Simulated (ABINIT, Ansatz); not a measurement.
# Lattice dynamics of Dysprosium (P6_3/mmc) in two programs

How does Dysprosium (P6_3/mmc) vibrate, and is this structure a minimum?

Main program and level: ABINIT 10.8.3; DFT PBE, scalar-relativistic, plane waves, PseudoDojo norm-conserving, 4f in core pseudopotentials.

## 1. Set-up

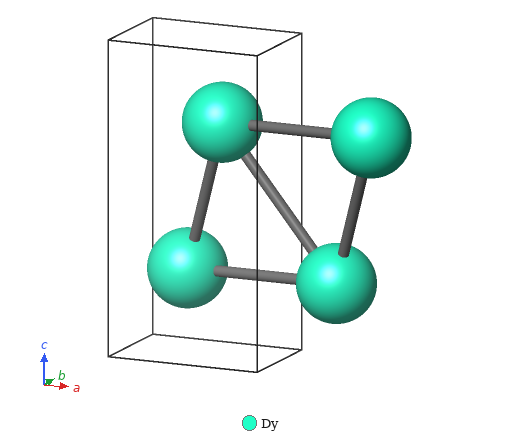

The cell as given, slightly off an axis (dysprosium teal). 2×1×1 cells are drawn.

## 2. A first look

A first run with smearing and empty bands tells whether the crystal has a gap, which decides between fixed occupations and smearing later on.

probe.abi

```
# ground state
tolvrs 1.0d-08
prtden 1
prtwf 1

# basis, mesh and filling
ecut 19.0
ngkpt 6 6 4
nshiftk 1
shiftk 0.0 0.0 0.0
istwfk *1
occopt 7
tsmear 0.005
nband 18
nstep 100
diemac 9.0
prtebands 0
prtgsr 0

# cell and atoms
acell 3*1.0 Angstrom
rprim 
    3.5903 0.0 0.0
    -1.79515 3.109291007 0.0
    0.0 0.0 5.6475
ntypat 1
znucl 66
natom 2
typat 1 1
xred 
    1/3 2/3 0.25
    2/3 1/3 0.75
pp_dirpath "./pseudo"
pseudos "Dy.upf"
```

Launch:

```
$ OMP_NUM_THREADS=1 mpirun -n 4 abinit probe.abi > probe.log
```

Numbers of over 12 decimals in the logs are rounded to 6 here.

probe.abo, the main output file:

```text
[banners, grids, parts of the stress and lines that vanish by symmetry left out]
- input  file    -> probe.abi
- output file    -> probe.abo
- root for input  files -> probei
[...]
Symmetries : space group P6_3/m m c (#194); Bravais hP (primitive hexag.)
[...]
mpw =        1701          nfft =       40500          nkpt =          21
[...]
== DATASET  1 ==================================================================
[...]
cutoff_energies: {ecut:  19.0, pawecutdg:  -1.0, }
[...]
ETOT  1  -86.774536327430    -8.677E+01 4.422E-02 3.603E+00
 ETOT  2  -86.810285769634    -3.575E-02 2.993E-03 8.928E-02
 ETOT  3  -86.810319192852    -3.342E-05 4.558E-03 1.327E-03
 ETOT  4  -86.810319496076    -3.032E-07 1.084E-03 1.245E-05
 ETOT  5  -86.810319499062    -2.986E-09 6.678E-04 2.811E-07
 ETOT  6  -86.810319499131    -6.875E-11 1.588E-04 1.677E-09
 At SCF step    6       vres2   =  1.68E-09 < tolvrs=  1.00E-08 =>converged.
[...]
sigma(1 1)=  4.49030199E-05  sigma(3 2)=  0.00000000E+00
  sigma(2 2)=  4.49030208E-05  sigma(3 1)=  0.00000000E+00
  sigma(3 3)=  6.32226813E-05  sigma(2 1)=  0.00000000E+00
[...]
convergence: {deltae: -6.875E-11, res2:  1.677E-09, residm:  1.588E-04, diffor: null, }
etotal    :  -8.68103195E+01
[...]
sigma(1 1)=  4.49030199E-05  sigma(3 2)=  0.00000000E+00
  sigma(2 2)=  4.49030208E-05  sigma(3 1)=  0.00000000E+00
  sigma(3 3)=  6.32226813E-05  sigma(2 1)=  0.00000000E+00
[...]
- sigma(1 1)=  1.32109246E+00  sigma(3 2)=  0.00000000E+00
- sigma(2 2)=  1.32109248E+00  sigma(3 1)=  0.00000000E+00
- sigma(3 3)=  1.86007550E+00  sigma(2 1)=  0.00000000E+00
[...]
fcart      1.5874845981E-28  0.0000000000E+00 -0.0000000000E+00
           strten      4.4903019917E-05  4.4903020838E-05  6.3222681294E-05
================================================================================

[key lines of the parts left out:]
pressure_GPa:  -1.5008E+00
```

Run time: 8 s. Hardware: 4 MPI ranks of Intel Xeon Platinum 8488C (Sapphire Rapids), shared host; 27 s of CPU time.

Read from the output:

* volume per atom: 31.52 Å³
* pressure: -1.501 GPa
* gap on the k-mesh: 0 eV

No gap opens on this mesh, so smearing is kept; the printed pressure holds the stress of the finite basis too.

## 3. Relaxation

The harmonic expansion needs vanishing forces, and a free crystal bears no stress, so cell and atoms are brought to rest. Stress is more sensitive to the basis than forces are: the last 3 Ha under the cutoff are smoothed with ecutsm, and the cutoff is raised above that of the later runs.

relax.abi

```
# relaxation
ionmov 2
optcell 2
dilatmx 1.08
ntime 40
tolmxf 1.0d-05
tolvrs 1.0d-14
prtwf 0
prtden 0
chksymtnons 0

# basis, mesh and filling
ecut 25.0
ecutsm 3.0
ngkpt 9 9 6
nshiftk 1
shiftk 0.0 0.0 0.0
istwfk *1
occopt 7
tsmear 0.01
nband 18
nstep 100
diemac 1000000.0
prtebands 0
prtgsr 0

# cell and atoms
acell 3*1.0 Angstrom
rprim 
    3.5903 0.0 0.0
    -1.79515 3.109291007 0.0
    0.0 0.0 5.6475
ntypat 1
znucl 66
natom 2
typat 1 1
xred 
    1/3 2/3 0.25
    2/3 1/3 0.75
pp_dirpath "./pseudo"
pseudos "Dy.upf"
```

Launch:

```
$ OMP_NUM_THREADS=1 mpirun -n 4 abinit relax.abi > relax.log
```

relax.abo, the main output file:

```text
[banners, grids, parts of the stress and lines that vanish by symmetry left out]
- input  file    -> relax.abi
- output file    -> relax.abo
- root for input  files -> relaxi
[...]
Symmetries : space group P6_3/m m c (#194); Bravais hP (primitive hexag.)
[...]
mpw =        3225          nfft =       69984          nkpt =          48
[...]
== DATASET  1 ==================================================================
[...]
cutoff_energies: {ecut:  25.0, pawecutdg:  -1.0, }
[...]
ETOT  1  -86.778805720398    -8.678E+01 5.352E-02 6.449E+00
 ETOT  2  -86.814706146211    -3.590E-02 4.067E-03 1.218E-01
 ETOT  3  -86.814733382643    -2.724E-05 1.797E-03 1.810E-03
 ETOT  4  -86.814733576639    -1.940E-07 1.120E-03 3.008E-05
 ETOT  5  -86.814733581189    -4.549E-09 4.094E-04 5.683E-07
[...]
At SCF step   10       vres2   =  1.54E-16 < tolvrs=  1.00E-14 =>converged.
[...]
sigma(1 1)= -9.60319867E-06  sigma(3 2)=  0.00000000E+00
  sigma(2 2)= -9.60319775E-06  sigma(3 1)=  0.00000000E+00
  sigma(3 3)= -8.48949591E-07  sigma(2 1)=  0.00000000E+00
[...]
convergence: {deltae: -4.121E-13, res2:  1.535E-16, residm:  9.156E-05, diffor: null, }
etotal    :  -8.68147336E+01
[...]
ETOT  1  -86.814734683581    -8.681E+01 1.422E-04 7.529E-03
[...]
At SCF step    8       vres2   =  5.37E-16 < tolvrs=  1.00E-14 =>converged.
[...]
sigma(1 1)= -8.62571903E-06  sigma(3 2)=  0.00000000E+00
  sigma(2 2)= -8.62571812E-06  sigma(3 1)=  0.00000000E+00
  sigma(3 3)= -3.11817330E-07  sigma(2 1)=  0.00000000E+00
[...]
convergence: {deltae:  5.969E-13, res2:  5.366E-16, residm:  4.525E-05, diffor: null, }
etotal    :  -8.68147358E+01
[...]
ETOT  1  -86.814660333685    -8.681E+01 2.607E-05 5.588E-01
[...]
At SCF step    9       vres2   =  2.58E-16 < tolvrs=  1.00E-14 =>converged.
[...]
sigma(1 1)= -2.01215222E-07  sigma(3 2)=  0.00000000E+00
  sigma(2 2)= -2.01214316E-07  sigma(3 1)=  0.00000000E+00
  sigma(3 3)=  3.99404044E-06  sigma(2 1)=  0.00000000E+00
[...]
convergence: {deltae:  8.242E-13, res2:  2.584E-16, residm:  2.877E-06, diffor: null, }
etotal    :  -8.68147453E+01
[...]
ETOT  1  -86.814745408084    -8.681E+01 2.886E-04 2.516E-04
[...]
At SCF step    7       vres2   =  1.77E-15 < tolvrs=  1.00E-14 =>converged.
[...]
sigma(1 1)= -6.95641113E-08  sigma(3 2)=  0.00000000E+00
  sigma(2 2)= -6.95632062E-08  sigma(3 1)=  0.00000000E+00
  sigma(3 3)=  3.77676788E-06  sigma(2 1)=  0.00000000E+00
[...]
convergence: {deltae: -2.700E-13, res2:  1.773E-15, residm:  1.073E-06, diffor: null, }
etotal    :  -8.68147455E+01
[...]
ETOT  1  -86.814738339300    -8.681E+01 5.049E-02 3.906E-02
[...]
At SCF step    8       vres2   =  3.85E-15 < tolvrs=  1.00E-14 =>converged.
[...]
sigma(1 1)=  2.71952184E-07  sigma(3 2)=  0.00000000E+00
  sigma(2 2)=  2.71953091E-07  sigma(3 1)=  0.00000000E+00
  sigma(3 3)=  3.09905249E-07  sigma(2 1)=  0.00000000E+00
[...]
convergence: {deltae:  1.990E-13, res2:  3.851E-15, residm:  2.397E-07, diffor: null, }
etotal    :  -8.68147468E+01
[...]
ETOT  1  -86.814746683471    -8.681E+01 1.357E-06 6.262E-04
[...]
ETOT  6  -86.814746776690     3.837E-13 5.623E-08 2.283E-13
 ETOT  7  -86.814746776691    -2.416E-13 2.390E-08 1.184E-15
 At SCF step    7       vres2   =  1.18E-15 < tolvrs=  1.00E-14 =>converged.
[...]
sigma(1 1)=  5.03354284E-08  sigma(3 2)=  0.00000000E+00
  sigma(2 2)=  5.03363349E-08  sigma(3 1)=  0.00000000E+00
  sigma(3 3)=  3.14593841E-08  sigma(2 1)=  0.00000000E+00
[...]
convergence: {deltae: -2.416E-13, res2:  1.184E-15, residm:  2.390E-08, diffor: null, }
etotal    :  -8.68147468E+01
[...]
At Broyd/MD step   6, gradients are converged :
[...]
sigma(1 1)=  5.03354284E-08  sigma(3 2)=  0.00000000E+00
  sigma(2 2)=  5.03363349E-08  sigma(3 1)=  0.00000000E+00
  sigma(3 3)=  3.14593841E-08  sigma(2 1)=  0.00000000E+00
[...]
- sigma(1 1)=  1.48091943E-03  sigma(3 2)=  0.00000000E+00
- sigma(2 2)=  1.48094610E-03  sigma(3 1)=  0.00000000E+00
- sigma(3 3)=  9.25567036E-04  sigma(2 1)=  0.00000000E+00
[...]
fcart      7.9111650621E-29  2.2837566392E-28 -0.0000000000E+00
           strten      5.0335428428E-08  5.0336334916E-08  3.1459384140E-08
================================================================================

[key lines of the parts left out:]
pressure_GPa:  -1.2958E-03
Total energy (etotal) [Ha]= -8.68147467766905E+01
```

The job ended after 2.1 min (4 MPI ranks; 8.2 min of CPU time).

The steps of the relaxation:

```tsv
step	energy less that of the first step (eV)	largest force (eV/Å)	volume (Å³)
1	0.0000	0.0000	63.04
2	-0.0001	0.0000	63.08
3	-0.0003	0.0000	63.41
4	-0.0003	0.0000	63.41
5	-0.0004	0.0000	63.37
6	-0.0004	0.0000	63.36
```

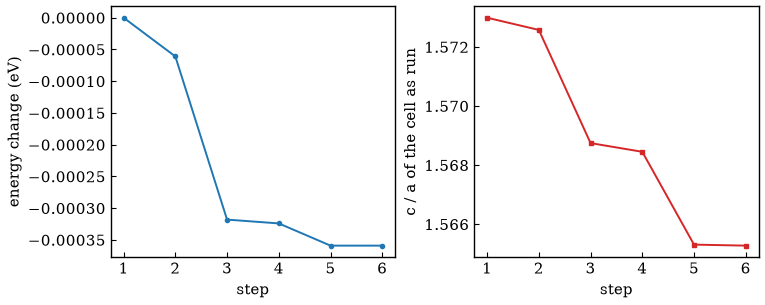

Energy and cell shape along the relaxation.

```tsv
conventional cell, symmetrised	before	after	change
a (Å)	3.590	3.602	+0.3 %
b (Å)	3.590	3.602	+0.3 %
c (Å)	5.647	5.638	-0.2 %
volume (Å³/atom)	31.52	31.68	+0.5 %
```

The relaxed structure:

```xyz
2
Lattice="3.6022 0.0000 0.0000 -1.8011 3.1196 0.0000 0.0000 0.0000 5.6385" Properties=species:S:1:pos:R:3 pbc="T T T"
Dy    0.0000    2.0797    1.4096
Dy    1.8011    1.0399    4.2288
```

This step gave:

```
volume per atom : 31.68 Å³
pressure        : -0.001296 GPa
```

The volume changes by +0.5 % in this run and stands +0.5 % from the first cell.

## 4. Ground state

First-order wavefunctions inherit every error of the ground state, hence the very tight tolvrs. Smearing stays on, as the first look found no gap above 0.3 eV.

gs.abi

```
# ground state
tolvrs 1.0d-16
prtden 1
prtwf 1

# basis, mesh and filling
ecut 19.0
ngkpt 9 9 6
nshiftk 1
shiftk 0.0 0.0 0.0
istwfk *1
occopt 7
tsmear 0.01
nband 18
nstep 100
diemac 1000000.0
prtebands 0
prtgsr 0

# cell and atoms
acell 3*1.0 Angstrom
rprim 
    3.602216558 0.0 0.0
    -1.801108279 3.119611049 0.0
    0.0 0.0 5.638460634
ntypat 1
znucl 66
natom 2
typat 1 1
xred 
    1/3 2/3 0.25
    2/3 1/3 0.75
pp_dirpath "./pseudo"
pseudos "Dy.upf"
```

Launch:

```
$ OMP_NUM_THREADS=1 mpirun -n 4 abinit gs.abi > gs.log
```

gs.abo, the main output file:

```text
[banners, grids, parts of the stress and lines that vanish by symmetry left out]
- input  file    -> gs.abi
- output file    -> gs.abo
- root for input  files -> gsi
[...]
Symmetries : space group P6_3/m m c (#194); Bravais hP (primitive hexag.)
[...]
mpw =        1725          nfft =       40500          nkpt =          48
[...]
== DATASET  1 ==================================================================
[...]
cutoff_energies: {ecut:  19.0, pawecutdg:  -1.0, }
[...]
ETOT  1  -86.780474921030    -8.678E+01 3.996E-02 4.119E+00
 ETOT  2  -86.811814547499    -3.134E-02 1.471E-02 9.930E-02
 ETOT  3  -86.811851926446    -3.738E-05 1.254E-03 6.540E-04
 ETOT  4  -86.811852026953    -1.005E-07 1.301E-03 1.780E-05
 ETOT  5  -86.811852031909    -4.956E-09 8.620E-04 3.571E-07
[...]
ETOT 10  -86.811852031996    -1.009E-12 4.964E-05 2.476E-16
 ETOT 11  -86.811852031997    -5.400E-13 4.900E-05 7.917E-17
 At SCF step   11       vres2   =  7.92E-17 < tolvrs=  1.00E-16 =>converged.
[...]
sigma(1 1)=  5.79846902E-05  sigma(3 2)=  0.00000000E+00
  sigma(2 2)=  5.79846909E-05  sigma(3 1)=  0.00000000E+00
  sigma(3 3)=  5.76918775E-05  sigma(2 1)=  0.00000000E+00
[...]
convergence: {deltae: -5.400E-13, res2:  7.917E-17, residm:  4.900E-05, diffor: null, }
etotal    :  -8.68118520E+01
[...]
sigma(1 1)=  5.79846902E-05  sigma(3 2)=  0.00000000E+00
  sigma(2 2)=  5.79846909E-05  sigma(3 1)=  0.00000000E+00
  sigma(3 3)=  5.76918775E-05  sigma(2 1)=  0.00000000E+00
[...]
- sigma(1 1)=  1.70596848E+00  sigma(3 2)=  0.00000000E+00
- sigma(2 2)=  1.70596851E+00  sigma(3 1)=  0.00000000E+00
- sigma(3 3)=  1.69735364E+00  sigma(2 1)=  0.00000000E+00
[...]
fcart     -7.9111650576E-29  4.5675132758E-29  5.1754684784E-26
           strten      5.7984690212E-05  5.7984690919E-05  5.7691877519E-05
================================================================================

[key lines of the parts left out:]
pressure_GPa:  -1.7031E+00
```

Elapsed: 17 s, on 4 MPI ranks; 63 s of CPU time.

Numbers from this step:

- pressure: -1.703 GPa

The cell stands at -1.7 GPa: the relaxation ran with a smoothed and higher cutoff, and the difference is a stress of the finite basis.

(Part 1 of 4 ends here.)

[Host names and launcher messages were left out of these logs when they were recorded.]

[Logs are printed without paths, hosts, clocks, repeated set-up lines and the standing remarks that a program may print on its own settings, such as how far it seeks lower states.]

[Hosts, paths, dates, database ids (printed as entryN), source tags and the programs' standing remarks are cut or masked in the printed files.]
